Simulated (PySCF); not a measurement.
# [La(NH3)3]3+: other functionals and bases at one geometry

Aim: see how levels, charges and forces of [La(NH3)3]3+ depend on the level of theory. It is a constructed species; whether it can be made isn't addressed.

Program: PySCF 2.14.0. Level of theory: several levels, as the steps say, no spin–orbit coupling. These are calculated values, not measurements.

3 further runs of the same task are left out: 2 for a known fault of the program, 1 that didn't finish.

### Step 1. Where the work starts

13 atoms, charge 3, spin multiplicity 1.

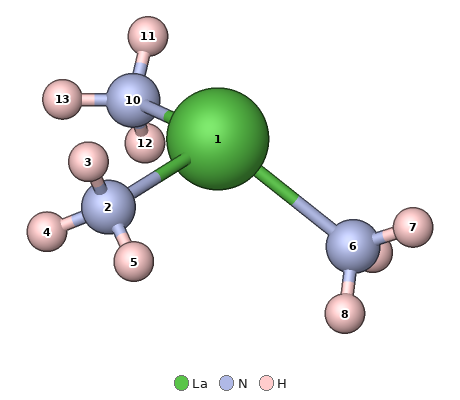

The structure; lanthanum green, nitrogen light blue, hydrogen pink; atoms are numbered from 1 in the order of the file.

Geometry (Å):

```
La    0.0000    0.0000    0.7902
N     2.4555   -0.0004    0.0025
H     3.1394   -0.2585    0.7392
H     2.6907   -0.6514   -0.7698
H     2.8175    0.9087   -0.3402
N    -1.2274    2.1267    0.0025
H    -1.3458    2.8481    0.7392
H    -0.7812    2.6560   -0.7698
H    -2.1957    1.9857   -0.3402
N    -1.2281   -2.1263    0.0025
H    -1.7936   -2.5896    0.7392
H    -1.9095   -2.0045   -0.7698
H    -0.6218   -2.8944   -0.3402
```

Formal oxidation states: La +3. An earlier session relaxed this geometry at B3LYP, La def2-SVP with ECP46, N def2-SVP, H def2-SVP (singlet, point group C3).

At B3LYP on the finer grid: E = -200.155748 Eh, HOMO -23.41 eV, LUMO -16.28 eV, Mulliken charge on La1 +1.88 e, largest force component 0.011 eV/Å. 

Levels to run: M06-L; TPSS; revPBE; TPSSh; B3LYP, TZVP; B3LYP, x2c-SVP. Hardware: 2 threads of Arm Neoverse V1, shared host.

### Step 2. M06-L

File run.py (the lines that set the calculation):

```python
mol = gto.M(atom='''
La     0.00000     0.00000     0.79021
N      2.45550    -0.00040     0.00252
H      3.13942    -0.25851     0.73923
H      2.69073    -0.65144    -0.76982
H      2.81754     0.90872    -0.34017
N     -1.22741     2.12672     0.00252
H     -1.34583     2.84807     0.73923
H     -0.78120     2.65596    -0.76982
H     -2.19574     1.98570    -0.34017
N     -1.22809    -2.12633     0.00252
H     -1.79359    -2.58956     0.73923
H     -1.90952    -2.00452    -0.76982
H     -0.62179    -2.89442    -0.34017''',
    basis={'La': 'def2-SVP', 'N': 'def2-SVP', 'H': 'def2-SVP'},
    ecp={'La': 'def2-SVP'},
    charge=3, spin=0)
mf = dft.RKS(mol, xc='M06L')
mf.grids.atom_grid = (75, 302)  # f atoms: unpruned, at least (60, 302)
mf = mf.density_fit()  # fitting sets: La def2-universal-JKFIT, N def2-universal-JKFIT, H def2-universal-JKFIT
mf.conv_tol = 1e-08; mf.max_cycle = 55
mf.kernel(dm0)  # dm0: the density of the relaxed state
```

The run is started by

```sh
$ OMP_NUM_THREADS=2 python run.py
```

### Step 3. TPSS

Changes to run.py (the lines that set the calculation) since step 2:

```diff
@@ -17,3 +17,3 @@
     charge=3, spin=0)
-mf = dft.RKS(mol, xc='M06L')
+mf = dft.RKS(mol, xc='TPSS')
 mf.grids.atom_grid = (75, 302)  # f atoms: unpruned, at least (60, 302)
```

### Step 4. revPBE

Changes to run.py (the lines that set the calculation) since step 3:

```diff
@@ -17,3 +17,3 @@
     charge=3, spin=0)
-mf = dft.RKS(mol, xc='TPSS')
+mf = dft.RKS(mol, xc='PBE_R,PBE')
 mf.grids.atom_grid = (75, 302)  # f atoms: unpruned, at least (60, 302)
```

### Step 5. TPSSh

Changes to run.py (the lines that set the calculation) since step 4:

```diff
@@ -17,3 +17,3 @@
     charge=3, spin=0)
-mf = dft.RKS(mol, xc='PBE_R,PBE')
+mf = dft.RKS(mol, xc='TPSSH')
 mf.grids.atom_grid = (75, 302)  # f atoms: unpruned, at least (60, 302)
```

### Step 6. B3LYP, TZVP

Basis: La def2-TZVP with ECP46, N def2-TZVP, H def2-TZVP. 

Changes to run.py (the lines that set the calculation) since step 5:

```diff
@@ -14,6 +14,6 @@
 H     -0.62179    -2.89442    -0.34017''',
-    basis={'La': 'def2-SVP', 'N': 'def2-SVP', 'H': 'def2-SVP'},
-    ecp={'La': 'def2-SVP'},
+    basis={'La': 'def2-TZVP', 'N': 'def2-TZVP', 'H': 'def2-TZVP'},
+    ecp={'La': 'def2-TZVP'},
     charge=3, spin=0)
-mf = dft.RKS(mol, xc='TPSSH')
+mf = dft.RKS(mol, xc='B3LYP')
 mf.grids.atom_grid = (75, 302)  # f atoms: unpruned, at least (60, 302)
@@ -21,2 +21,2 @@
 mf.conv_tol = 1e-08; mf.max_cycle = 55
-mf.kernel(dm0)  # dm0: the density of the relaxed state
+mf.kernel(dm0)  # dm0: free metal ions and neutral atoms
```

### Step 7. B3LYP, x2c-SVP

Basis: La x2c-SVPall, N x2c-SVPall, H x2c-SVPall. All electrons are treated, with the spin-free X2C Hamiltonian.

Changes to run.py (the lines that set the calculation) since step 6:

```diff
@@ -14,8 +14,9 @@
 H     -0.62179    -2.89442    -0.34017''',
-    basis={'La': 'def2-TZVP', 'N': 'def2-TZVP', 'H': 'def2-TZVP'},
-    ecp={'La': 'def2-TZVP'},
+    basis={'La': 'x2c-SVPall', 'N': 'x2c-SVPall', 'H': 'x2c-SVPall'},
+    nucmod='G',
     charge=3, spin=0)
 mf = dft.RKS(mol, xc='B3LYP')
-mf.grids.atom_grid = (75, 302)  # f atoms: unpruned, at least (60, 302)
-mf = mf.density_fit()  # fitting sets: La def2-universal-JKFIT, N def2-universal-JKFIT, H def2-universal-JKFIT
+mf.grids.atom_grid = (99, 590)  # f atoms: unpruned, at least (60, 302)
+mf = mf.density_fit()  # fitting sets: La AutoAux, N AutoAux, H AutoAux
+mf = mf.sfx2c1e()
 mf.conv_tol = 1e-08; mf.max_cycle = 55
```

Q: Predict the outcome of this session. Wanted: for each run, HOMO; gap; charge on La1; dipole; largest force.

The runs gave:

| level | state | HOMO (eV) | gap (eV) | charge on La1 (e) | dipole (D) | largest force (eV/Å) | basis functions | time |
| --- | --- | --- | --- | --- | --- | --- | --- | --- |
| B3LYP (relaxed here) | singlet | -23.41 | 7.13 | 1.88 | 2.10 | 0.01 | 119 | 50 s |
| M06-L | singlet | -22.51 | 6.28 | 1.99 | 1.97 | 0.27 | 119 | 17 s |
| TPSS | singlet | -22.30 | 5.70 | 1.84 | 2.18 | 0.18 | 119 | 18 s |
| revPBE | singlet | -22.17 | 5.41 | 1.80 | 2.26 | 0.29 | 119 | 13 s |
| TPSSh | singlet | -22.90 | 6.62 | 1.88 | 2.11 | 0.05 | 119 | 16 s |
| B3LYP, TZVP | singlet | -23.41 | 7.15 | 2.08 | 2.05 | 0.45 | 187 | 35 s |
| B3LYP, x2c-SVP | singlet | -23.51 | 7.07 | 1.84 | 2.04 | 0.27 | 153 | 63 s |

Times are on 2 threads of Arm Neoverse V1, shared host; the first row also made further properties. The dipole of a charged species depends on the origin, so these sizes hold for this origin alone.

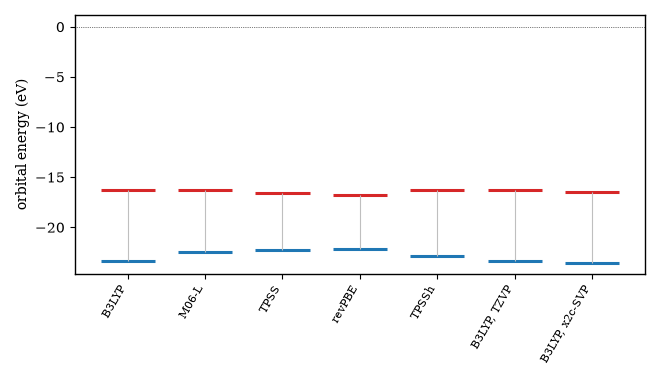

Highest filled and lowest empty level, method by method.

In one basis the HOMO–LUMO gap runs from 5.41 eV (revPBE) to 7.13 eV (B3LYP). The largest leftover force, 0.45 eV/Å with B3LYP, TZVP, stands at a geometry relaxed at another level. The Mulliken charge on La spans +1.80 to +2.08 e over the levels. Total energies of different levels can't be compared. Spin–orbit coupling is left out throughout.
